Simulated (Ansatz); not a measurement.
# Zn5CdSe6: from a guess to a relaxed structure, part 1 of 2

Aim: relax a trial structure of Zn5CdSe6 and see where it ends.

Program: Ansatz 0.2.0. Level of theory: DFT PBE, scalar-relativistic, plane waves, PAW. These are calculated values, not measurements.

## (1) Starting point

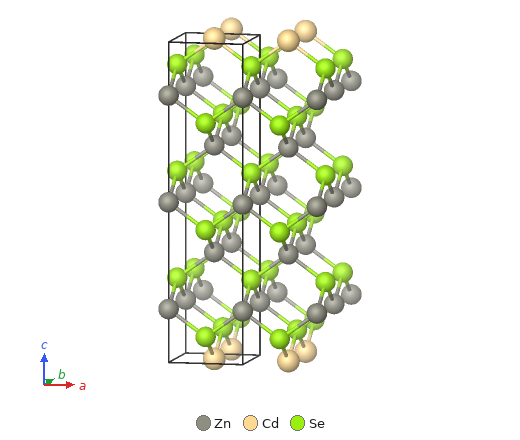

Start, viewed slightly off an axis; zinc grey, cadmium orange, selenium green. 2×2×1 cells are drawn. Atoms on the faces are drawn again on the opposite ones.

As a file:

```xyz
12
Lattice="3.9768 0.0000 0.0000 0.0000 3.9768 0.0000 0.0000 0.0000 16.8721" Properties=species:S:1:pos:R:3 pbc="T T T"
Zn    0.0000    0.0000   14.0601
Zn    1.9884    1.9884   11.2481
Zn    0.0000    0.0000    8.4360
Zn    1.9884    1.9884    5.6240
Zn    0.0000    0.0000    2.8120
Cd    1.9884    1.9884    0.0000
Se    1.9884    0.0000   12.6541
Se    0.0000    1.9884    9.8421
Se    1.9884    0.0000    7.0300
Se    0.0000    1.9884    4.2180
Se    1.9884    0.0000    1.4060
Se    0.0000    1.9884   15.4661
```

The start is an ordering of an alloy on its end members' structure types: elements ordered on the sites of the ZnSe type, Zn/Cd on Zn (P-4m2, No. 115).

## (2) Probe: one point on a coarse mesh

Contents of input.yaml:

```yaml
crystal:
  lattice:
    - [3.97678936, 0.0, 0.0]
    - [0.0, 3.97678936, 0.0]
    - [0.0, 0.0, 16.87208833]
  atoms:
    - { symbol: Zn, position: [0.0, 0.0, 0.83333333] }
    - { symbol: Zn, position: [0.5, 0.5, 0.66666667] }
    - { symbol: Zn, position: [0.0, 0.0, 0.5] }
    - { symbol: Zn, position: [0.5, 0.5, 0.33333333] }
    - { symbol: Zn, position: [0.0, 0.0, 0.16666667] }
    - { symbol: Cd, position: [0.5, 0.5, 0.0] }
    - { symbol: Se, position: [0.5, 0.0, 0.75] }
    - { symbol: Se, position: [0.0, 0.5, 0.58333333] }
    - { symbol: Se, position: [0.5, 0.0, 0.41666667] }
    - { symbol: Se, position: [0.0, 0.5, 0.25] }
    - { symbol: Se, position: [0.5, 0.0, 0.08333333] }
    - { symbol: Se, position: [0.0, 0.5, 0.91666667] }
basis:
  ecutwfc: 420
kpoints:
  mp_grid: { grid: [4, 4, 1] }
hamiltonian:
  xc: pbe
scf:
  occupations: { method: gaussian, width: 0.1 }
  lower_state_search: "off"
output:
  forces: true
  stress: true
  eigenvalues: true
```

On the command line:

```bash
$ ansatz run input.yaml --threads 1 --pin off --max-ram 2560MiB --backend cpu --events-out ev --progress --plain --runs-dir out
```

Log:

```text
[... 36 lines left out ...]
SCF 1 converged in 7 iterations: F = -57671.290178 eV  dr2 = 7.65e-8
SCF converged after 7 iterations
Free energy (F): -57671.290178 eV
Harris-Foulkes:  -57671.290178 eV  (|F-HF|=9.70e-8)
Internal energy: -57671.290178 eV  (E = F + TS)
E sigma→0 (E₀):  -57671.290178 eV
Fermi energy:    8.500092 eV
--- Per-component energies (eV) ---
  E_band       = -2673.622848
  E_kinetic    = 1885.203614
  E_local      = -28443.282380  (includes V_loc(G=0)·N_el)
  E_nonlocal   = -472.677291
  E_hartree    = 13320.806036
  E_xc         = -1494.050659
  E_vxc        = -1078.839117  (∫ρ·V_xc dr)
  E_paw        = -24688.262040  (= ΣΔE_a)
  E_vpaw       = -1205.635381  (= ΣTr[D̂ρ^β])
  E_aug_tail   = -0.005291  (compensation charges beyond the density's cutoff)
  E_ewald      = -17779.022167
  E_smearing   = -0.000000  (= −TS)
  E_closure    = -0.000000  (closes the sum)
  Σ components = -57671.290178   (vs F -57671.290178, Δ=0.00e0)
--- Forces (eV/Å), atoms counted from 1 ---
  atom   1  Zn    -0.00000000     0.00000000    -0.06815473
  atom   2  Zn     0.00000000     0.00000000     0.00115896
  atom   3  Zn     0.00000000     0.00000000     0.00000000
  atom   4  Zn     0.00000000     0.00000000    -0.00115896
  atom   5  Zn     0.00000000     0.00000000     0.06815473
  atom   6  Cd     0.00000000     0.00000000     0.00000000
  atom   7  Se     0.00000000     0.00000000    -0.00438968
  atom   8  Se    -0.00000000     0.00000000    -0.00034700
  atom   9  Se    -0.00000000     0.00000000     0.00034700
  atom  10  Se     0.00000000     0.00000000     0.00438968
  atom  11  Se    -0.00000000     0.00000000     1.99282453
  atom  12  Se    -0.00000000     0.00000000    -1.99282453
  max |Σ_I F_I| component: 1.03e-25 eV/Å
--- Stress (GPa, compression-positive) ---
        7.595708       0.000000      -0.000000
        0.000000       7.595708       0.000000
       -0.000000       0.000000       7.160026
  P = ⅓ Tr σ = 7.4505 GPa (74.505 kbar)
--- Band table (eV; the first three rows and the last of 6) ---
  k-point 0: bands = ["-94.2086", "-55.2891", "-55.2891", "-55.2840", "-39.1449", "-39.1449", "-39.1404", "-39.1404", "-39.1397", "-39.1393", "-39.1374", "-39.1373", "-39.1324", "-39.1322", "-39.1229", "-39.1229", "-39.1227", "-39.1227", "-39.1226", "-39.1226", "-39.1224", "-39.1224", "-39.1196", "-39.1195", "-39.1195", "-39.1195", "-39.1193", "-39.1192", "-39.1187", "-39.1187", "-39.1142", "-39.1141", "-39.1135", "-39.1135", "-5.7702", "-5.4892", "-5.4860", "-5.0559", "-4.8883", "-4.6117", "-0.6875", "-0.6875", "-0.4840", "-0.4347", "-0.1760", "1.1106", "1.1174", "1.1251", "1.1335", "1.1447", "1.1447", "1.1769", "1.1769", "1.2497", "1.2497", "1.2695", "1.3091", "1.3091", "1.3766", "1.3766", "1.4401", "1.5022", "1.5108", "1.5154", "1.5253", "1.5312", "1.5441", "1.5583", "1.5706", "1.6632", "2.8997", "3.9589", "3.9597", "5.4602", "5.4602", "5.9047", "5.9047", "5.9227", "5.9732", "5.9904", "5.9904", "7.0186", "7.0186", "7.1452", "7.1452", "7.8291", "7.8449", "7.8449", "9.1496", "10.6975", "11.0238", "11.1298", "11.1820", "11.1869", "11.3823", "11.6733", "11.9262", "12.4901", "12.5195", "13.6097", "13.6097", "13.6337"]
  k-point 1: bands = ["-94.2086", "-55.2895", "-55.2891", "-55.2840", "-39.1450", "-39.1449", "-39.1404", "-39.1404", "-39.1396", "-39.1393", "-39.1373", "-39.1373", "-39.1324", "-39.1323", "-39.1229", "-39.1229", "-39.1228", "-39.1227", "-39.1226", "-39.1226", "-39.1225", "-39.1225", "-39.1195", "-39.1195", "-39.1194", "-39.1194", "-39.1192", "-39.1191", "-39.1186", "-39.1185", "-39.1142", "-39.1141", "-39.1136", "-39.1136", "-5.5348", "-5.2998", "-5.2679", "-4.9761", "-4.8108", "-4.6167", "-0.6718", "-0.6465", "-0.3461", "-0.2724", "-0.2402", "1.1627", "1.1750", "1.1829", "1.1857", "1.1977", "1.1992", "1.2074", "1.2113", "1.2341", "1.2420", "1.2875", "1.3351", "1.3688", "1.4029", "1.4334", "1.4830", "1.5092", "1.5197", "1.5244", "1.5314", "1.5347", "1.5456", "1.5490", "1.5770", "1.7571", "2.9131", "3.1754", "3.1965", "4.2775", "4.3309", "4.5387", "5.5370", "5.6443", "5.6734", "5.8856", "6.2285", "6.2993", "6.8647", "7.0564", "7.1656", "7.1995", "7.2502", "7.6239", "10.6144", "10.7609", "10.9509", "11.3645", "11.5421", "11.7844", "13.3300", "13.3628", "13.4062", "13.5571", "14.0136", "14.0236", "14.1255", "14.3827"]
  k-point 2: bands = ["-94.2086", "-55.2898", "-55.2891", "-55.2840", "-39.1452", "-39.1449", "-39.1405", "-39.1404", "-39.1394", "-39.1393", "-39.1373", "-39.1372", "-39.1324", "-39.1323", "-39.1229", "-39.1229", "-39.1228", "-39.1228", "-39.1227", "-39.1226", "-39.1226", "-39.1225", "-39.1195", "-39.1195", "-39.1194", "-39.1194", "-39.1190", "-39.1190", "-39.1184", "-39.1184", "-39.1142", "-39.1142", "-39.1136", "-39.1136", "-5.2002", "-5.1425", "-4.8344", "-4.8340", "-4.8234", "-4.8233", "-0.6552", "-0.5419", "-0.3021", "-0.1501", "-0.1279", "1.2174", "1.2220", "1.2240", "1.2283", "1.2288", "1.2291", "1.2413", "1.2448", "1.2749", "1.2911", "1.3694", "1.4579", "1.4853", "1.5008", "1.5069", "1.5156", "1.5181", "1.5185", "1.5335", "1.5346", "1.5492", "1.5778", "1.5851", "1.6056", "1.6086", "2.5562", "2.5887", "2.6283", "2.6340", "3.5314", "3.5355", "5.0773", "5.1667", "6.4043", "6.4294", "6.4504", "6.5432", "6.7818", "6.8275", "6.8292", "6.8500", "6.8511", "7.0361", "10.7117", "10.7672", "10.7905", "11.0768", "11.9236", "12.2234", "13.8567", "13.9277", "13.9426", "14.0883", "14.0980", "14.2400", "14.2918", "14.3237"]
  k-point 5: bands = ["-94.2085", "-55.2897", "-55.2897", "-55.2839", "-39.1454", "-39.1450", "-39.1406", "-39.1403", "-39.1392", "-39.1392", "-39.1371", "-39.1371", "-39.1324", "-39.1324", "-39.1231", "-39.1231", "-39.1229", "-39.1228", "-39.1226", "-39.1226", "-39.1225", "-39.1225", "-39.1194", "-39.1194", "-39.1193", "-39.1193", "-39.1188", "-39.1188", "-39.1182", "-39.1182", "-39.1142", "-39.1142", "-39.1137", "-39.1137", "-4.9336", "-4.9336", "-4.5342", "-4.5342", "-4.5309", "-4.5309", "-0.5310", "-0.4362", "-0.2568", "-0.0040", "-0.0040", "1.1732", "1.1745", "1.2241", "1.2511", "1.2550", "1.3566", "1.3566", "1.3821", "1.3821", "1.3922", "1.4030", "1.4149", "1.4269", "1.4610", "1.4744", "1.5248", "1.5277", "1.5600", "1.5615", "1.6022", "1.6022", "1.7525", "1.7525", "1.8055", "1.8055", "2.8923", "2.9013", "2.9090", "2.9426", "2.9474", "2.9517", "5.0142", "5.0176", "5.0176", "5.0359", "5.0478", "5.0611", "5.1020", "5.1020", "5.4425", "5.4673", "5.4673", "5.4987", "10.7002", "10.7002", "11.2401", "11.3769", "12.1842", "12.1842", "12.2576", "12.2576", "12.5379", "12.6333", "12.6364", "13.1645", "16.0456", "16.0456"]
```

It took 17 s on 1 thread of Arm Neoverse V1, shared host; peak memory 0.55 GiB.

The probe gives pressure 7.5 GPa, largest force 1.99 eV/Å, gap on this mesh 1.30 eV. A cheap, loose relaxation comes first.

(Continued in part 2 of 2.)
